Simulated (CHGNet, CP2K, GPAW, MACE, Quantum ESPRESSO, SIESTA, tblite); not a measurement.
# Glassy 86SiO2-5SrO-5ZnO-5MgO (mol %) (63 atoms) in GPAW, part 2 of 2

Aim: run glassy 86SiO2-5SrO-5ZnO-5MgO (mol %) (63 atoms) in GPAW and see how near its forces come to a plane-wave reference, and at what cost.

Program: GPAW 26.7.0; the method stands at each step. Banners, paths, timers and routine set-up lines are dropped from the logs unmarked, and long logs keep their key lines alone; longer cuts are marked.

So far. Step 3 (PBE, LCAO sz(dzp), h 0.18 Å): Against the first run (13 %), the force difference from the reference is 38 %, at 0.39 times the CPU time, with 270 basis functions against 849: the smaller basis costs accuracy. Step 4 (PBE, LCAO dzp, h 0.25 Å): Against the first run (13 %), the force difference from the reference is 14 %, at 0.58 times the CPU time.

### 5. PBE, LCAO szp(dzp), h 0.18 Å

Method: Kohn-Sham DFT, PBE, PAW, atomic orbitals (szp(dzp)).

run.py reads:

```python
import numpy as np
from ase.io import read
from gpaw import GPAW, FermiDirac

atoms = read("structure.xyz")
atoms.calc = GPAW(
    mode="lcao",
    basis="szp(dzp)",
    h=0.18,
    xc="PBE",
    kpts={"size": (1, 1, 1), "gamma": True},
    occupations=FermiDirac(0.05),
    maxiter=200,
    symmetry={"point_group": False},
    txt="gpaw.txt",
)
energy = atoms.get_potential_energy(force_consistent=True)
forces = atoms.get_forces()
print(f"energy {energy:.6f} eV")
print("forces (eV/A)")
for i, (a, f) in enumerate(zip(atoms, forces)):
    print(f"{i:4d} {a.symbol:2s} {f[0]:10.5f} {f[1]:10.5f} {f[2]:10.5f}")
print(f"Fermi level {atoms.calc.get_fermi_level():.4f} eV")
for k in range(len(atoms.calc.get_ibz_k_points())):
    for s in range(atoms.calc.get_number_of_spins()):
        e = atoms.calc.get_eigenvalues(kpt=k, spin=s)
        n = np.searchsorted(e, atoms.calc.get_fermi_level())
        print(f"k {k} spin {s} levels about the Fermi level:", np.round(e[max(n - 6, 0):n], 4).tolist(), "|", np.round(e[n:n + 6], 4).tolist())
```

structure.xyz reads:

```xyz
63
Lattice="9.65803 0.00000 0.00000 0.00000 9.65803 0.00000 0.00000 0.00000 9.65803" Properties=species:S:1:pos:R:3 pbc="T T T"
[... 63 atom lines left out: the same atoms as in the first run ...]
```

Run with:

```
$ OMP_NUM_THREADS=1 python run.py > output.txt
```

Log:

```text
energy -408.171167 eV
forces (eV/A)
   0 Si    0.52258   -0.36498   -3.30467
   1 Si   -3.28356   -6.29129   -0.68824
   2 Si   -4.78535    2.48050    5.01603
   3 Si    2.57073   -4.07544   -6.54169
   4 Si    4.08768   -0.02030   -1.67900
   5 Si    1.16548   -2.77629    5.39277
   6 Si   -0.72919   -3.35602   -4.62568
   7 Si   -0.98395    3.73811   -0.57037
   8 Si   -0.02774    0.92963   -1.57351
   9 Si   -1.27608    2.97265   -3.03640
  10 Si   -2.04926   -0.75949    0.15563
  11 Si   -3.12863   -1.36456    0.78289
  12 Si    3.62379   -4.46040   -2.94746
  13 Si    4.35934    1.45981    4.96626
  14 Si   -1.88580   -1.85317   -1.81533
  15 Si   -7.79459    7.55604    0.14136
  16 Si   -2.25857   -2.69694    5.97887
  17 Si   -7.24111    9.36742    4.56055
  18 Si    0.92727   -0.43035    3.84416
  19 Sr   -1.12053    0.61552    0.17252
  20 Zn    1.22591   -2.12339   -1.26348
  21 Mg   -1.40509   -0.04525    1.29899
  22 O    -3.85895    1.40794    0.72455
  23 O     7.36947   -6.36501    0.75628
[...]
55 O     1.23969    1.71191    1.27139
  56 O    -0.33429   -0.75662   -0.41576
  57 O     0.53054   -1.48463   -4.47743
  58 O     0.31176   -1.35269   -0.98119
  59 O     0.06504    1.25991   -2.25596
  60 O     0.79195   -2.94360   -0.23093
  61 O    -1.86661   -1.21209    0.68089
  62 O    -1.91555   -0.43411    0.36629
Fermi level 4.1509 eV
k 0 spin 0 levels about the Fermi level: [2.1855, 2.2385, 2.3056, 2.3731, 2.6637, 3.1158] | [5.1843, 6.102, 6.7538, 7.0682, 7.1711, 7.5726]
```

gpaw.txt:

```text
Input parameters:
  mode=LCAO(),
  basis={'default': 'szp(dzp)'},
  h=0.18,
  kpts=MonkhorstPack(size=(1, 1, 1), gamma=True),
  maxiter=200,
  occupations=Occupations(name='fermi-dirac', width=0.05, fixmagmom=False),
  symmetry=Symmetry(point_group=False),
  xc=XC(name='PBE')
Unit cell  # Å
| periodic |        x |        y |        z |  lengths |    angles |
[... lines left out ...]
  Fermi-Dirac:
[... lines left out ...]
convergence criteria:
- Maximum [total energy] change in last 3 cyles: 0.0005 eV / valence electron
[... lines left out ...]
Converged in 9 steps
[... lines left out ...]
  Free energy:    -408.171167
  Extrapolated:   -408.171167
dipole moment: (52.140030, 4.006579, -70.208259)  # |e|*Ang
Fermi level: 4.151
Eigenvalues  # (at kpt = [0.000, 0.000, 0.000])
| band index |      eig [eV] | occ [0-2] |
|------------|---------------|-----------|
|          0 |       -73.366 |     2.000 |
|        ... |               |           |
|        169 |         1.971 |     2.000 |
|        170 |         2.040 |     2.000 |
[...]
|        184 |         7.833 |     0.000 |
|        ... |               |           |
|        216 |        11.194 |     0.000 |
Gap: 2.069 eV
Transition (v -> c):
  (s=0, k=0, n=176, [0.00, 0.00, 0.00]) -> (s=0, k=0, n=177, [0.00, 0.00, 0.00])
No difference between direct/indirect transitions
Force computation time: 13.349  # s
timing:  # [seconds]
  Total:  75.380  # ━━━━━━━━━━━━━━━━━━━━━━━━━━━━━━━━━━━━━━━━━━━━━━━━━━━━━━━━━
  Init:    8.155  # ━━━━━━
  SCF:    53.846  # ━━━━━━━━━━━━━━━━━━━━━━━━━━━━━━━━━━━━━━━━╸
  Forces: 13.349  # ━━━━━━━━━━
```

Wall time 77 s (1 thread of Arm Neoverse V1, shared host); peak memory 1.1 GiB.

Compared with the plane-wave run:

```
r.m.s. force component                           : 2.876 eV/Å
r.m.s. difference of force components            : 358.2 meV/Å
longest difference of force vectors              : 1663 meV/Å
force difference over r.m.s. force               : 13.35 %
slope of forces against the reference's          : 1.066
correlation of force components                  : 0.9941
gap (highest filled to lowest empty level) : 2.068 eV
gap difference                                   : -0.4036 eV
```

This is a coarse setting, run to see what it loses.

Against the first run (13 %), the force difference from the reference is 13 %, at 0.76 times the CPU time, with 579 basis functions against 849.

The forces add up to 0.53 eV/Å instead of zero, usually a sign of too coarse a grid.

### 6. All runs compared

Differences are against the plane-wave reference, forces as r.m.s. over components; share is that over the reference's r.m.s. force, slope the least-squares factor from reference forces to these. Total energies of different programs have different zeros and aren't compared.

| run | Δ force, r.m.s. (meV/Å) | share (%) | slope | Δ gap (eV) | cores | CPU time | memory (GiB) |
| --- | --- | --- | --- | --- | --- | --- | --- |
| reference | - | - | - | - | 4 | 8.3 min | 2.8 |
| GPAW PBE, LCAO dzp, h 0.18 Å | 352 | 13.1 | 1.079 | -0.202 | 1 | 1.7 min | 1.1 |
| GPAW PBE, LCAO sz(dzp), h 0.18 Å (coarse) | 1029 | 38.4 | 1.190 | -0.501 | 1 | 39 s | 0.88 |
| GPAW PBE, LCAO dzp, h 0.25 Å (coarse) | 372 | 13.9 | 1.079 | -0.209 | 1 | 58 s | 0.66 |
| GPAW PBE, LCAO szp(dzp), h 0.18 Å (coarse) | 358 | 13.4 | 1.066 | -0.404 | 1 | 77 s | 1.1 |

Rows marked coarse were listed beforehand as settings not expected to be converged; some can still land near the reference.

CPU time is summed over cores on a shared host, where runs went side by side, so it is rough. Symmetry, cutoffs, thresholds, outputs and thread counts weren't matched or tuned between programs; memory under MPI is the largest rank's times the ranks.

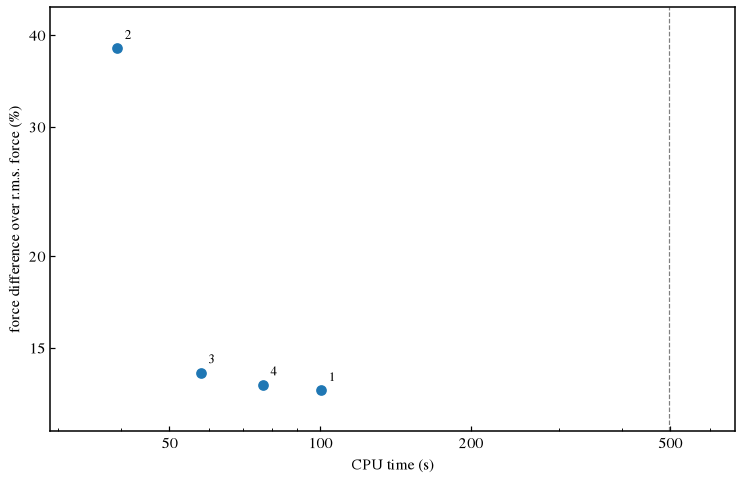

Force difference against CPU time; the dashed line marks the reference's time. Points: 1 GPAW PBE, LCAO dzp, h 0.18 Å; 2 GPAW PBE, LCAO sz(dzp), h 0.18 Å; 3 GPAW PBE, LCAO dzp, h 0.25 Å; 4 GPAW PBE, LCAO szp(dzp), h 0.18 Å.

Within one program, basis, potentials and functional, energies share a zero. Each run against its twin at the usual cutoff or grid and solver:

| run | twin | Δ energy (meV/atom) | Δ force, r.m.s. (meV/Å) | CPU time over the twin's |
| --- | --- | --- | --- | --- |
| GPAW PBE, LCAO dzp, h 0.25 Å | LCAO dzp, h 0.18 Å | 282 | 144 | 0.58 |

A second geometry, displaced anew (every atom was moved at random, 0.08 Å r.m.s. a Cartesian component), gives an energy difference that all programs can be tested on. The reference puts it at 218.8 meV/atom.

```
                              run  energy less the first geometry's (meV/atom)  error (meV/atom)  force share at the second geometry (%)
     GPAW PBE, LCAO dzp, h 0.18 Å                                        231.8              12.9                                    9.55
 GPAW PBE, LCAO sz(dzp), h 0.18 Å                                        237.7              18.9                                    23.9
     GPAW PBE, LCAO dzp, h 0.25 Å                                        233.0              14.2                                    9.73
GPAW PBE, LCAO szp(dzp), h 0.18 Å                                        224.8              5.97                                    8.44
```

### 7. What came out

| Quantity | Value |
| --- | --- |
| nearest in forces | a tie at 13 % of 2 runs: GPAW PBE, LCAO dzp, h 0.18 Å; GPAW PBE, LCAO szp(dzp), h 0.18 Å (coarse) |

**Reading.** The PBE run in local orbitals, coarse settings apart, differs by 13 % (GPAW PBE, LCAO dzp, h 0.18 Å); basis, grid and potentials can all enter. Runs with settings chosen to be coarse differ by 13 % (GPAW PBE, LCAO szp(dzp), h 0.18 Å) to 38 % (GPAW PBE, LCAO sz(dzp), h 0.18 Å), their programs' other errors included. Of the electronic-structure runs that take under half the reference's CPU time, GPAW PBE, LCAO dzp, h 0.18 Å is among the nearest, at 13 % in 1.7 min against 8.3 min. GPAW PBE, LCAO sz(dzp), h 0.18 Å stiffens the forces by a factor of 1.19 while following their directions (correlation 0.963); the slopes of the 4 GPAW runs lie between 1.07 and 1.19. At the same functional, gaps differ from the reference's 2.47 eV by between -0.50 and -0.20 eV. The energy difference between the two geometries, 219 meV/atom in the reference, is met best by GPAW PBE, LCAO szp(dzp), h 0.18 Å (coarse) (+5.97) and worst by GPAW PBE, LCAO sz(dzp), h 0.18 Å (coarse) (+18.9). Forces of 2.7 eV/Å r.m.s. are well above thermal ones: they come largely from the bond lengths of the classical model and from the random displacements, and they dominate the comparison. The quench rate of 50 K/ps is many orders above laboratory rates, so the cell is likely richer in defects and strain than a real sample. The network of bonds at the start is that of the classical potential that made the cell, and needn't be the one that DFT or experiment would give. The electronic-structure runs sample only Γ, in a cell whose shortest periodic width is 10 Å.

[Also dropped from logs without a mark: logging warnings of Python, and SIESTA's first energy breakdown and zero terms.]

[Logs are printed without paths, hosts, clocks, repeated set-up lines and the standing remarks that a program may print on its own settings, such as how far it seeks lower states.]

[Hosts, paths, dates, database ids (printed as entryN), source tags and the programs' standing remarks are cut or masked in the printed files.]
